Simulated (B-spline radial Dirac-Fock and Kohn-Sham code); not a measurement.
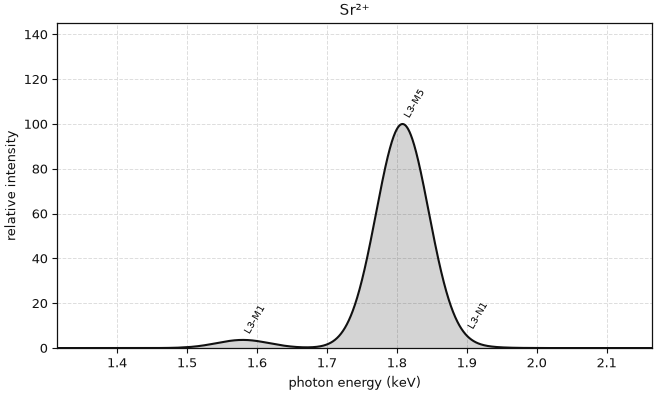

X-ray emission lines that fill an L3 (2p3/2) hole, broadened by a Gaussian of 88 eV full width, as by a silicon detector. System: Sr²⁺. The calculation used independent-particle rates on relativistic LDA orbitals of the hole state (multipoles to L = 3), energies from Dirac–Fock ΔSCF (a radial B-spline solver).

> What are the natural width, lifetime and fluorescence yield of the L3 hole?

Width 1.36 eV, lifetime 0.483 fs, fluorescence yield 0.0256.

> How far apart are L3-M5 (Lα1) and L3-M4 (Lα2), and what is their intensity ratio?

1.75 eV apart, with L3-M4 at 0.11 of the intensity of L3-M5.

> Which line is the strongest, where is it and what share of the photons does it carry?

L3-M5 (Lα1) at 1.8084 keV, 86.2 % of the radiative decays.
